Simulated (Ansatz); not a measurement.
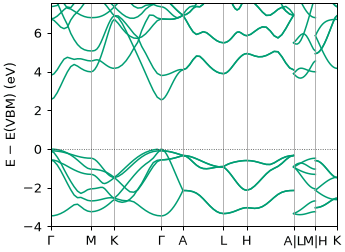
Figure. Band structure from DFT-LDA in the program Ansatz with PAW potentials

### Question
Read off the gap and where the band edges lie.

### Answer
About 2.5 eV (2.55 eV by a search for the band edges); maximum at Γ, minimum at Γ.

The material is MgSe (wurtzite, space group No. 186).

Space group P6_3mc (wurtzite). The workflow started from a Materials Project entry (that database holds measured and hypothetical structures alike); the Crystallography Open Database copy checked does not list it. COD files the formula under space group No. 225, so this cell is another polymorph or a model. Whether it is the stable phase at ambient conditions was not checked. The LDA relaxation kept the symmetry of its start; its stability against distortions is not shown here. Spin–orbit coupling is left out wherever it is not named.

Potentials: the later of the program's two PAW sets.
